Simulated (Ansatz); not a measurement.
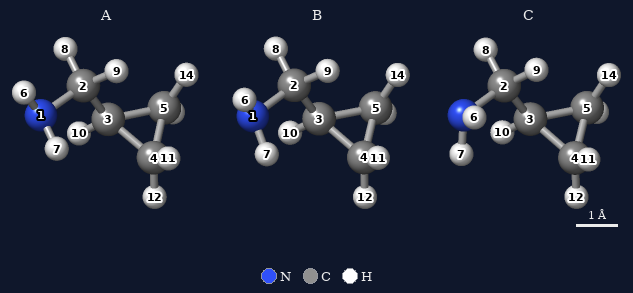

3 geometries from a converged minimum-energy path of C4H9N, shuffled. A ball-and-stick model, seen at a tilt.

All numbers below come from Ansatz, RKS PBE0-D4/def2-SVP. Set-up: 5 movable images; climbing image; force threshold 0.05 eV/Å; iteration limit 60; starting path through a guess of the saddle point.

> Which frame is the top of the path?

C. In order along the path, whose images run from 0 to 6: C (image 3, +0.148 eV), B (image 5, +0.043 eV), A (image 6, +0.017 eV). The motion is a rotation about the C–N bond by about 125°. No bond forms or breaks between the ends. Bond angles that change up to the highest image, for instance: N–C–C 115.9° → 113.4°, N–C–H 108.5° → 110.9°.

Cost: 81 s on 2 threads of Intel(R) Xeon(R) Platinum 8488C (Sapphire Rapids), with other jobs on the host, peak memory 0.28 GiB.
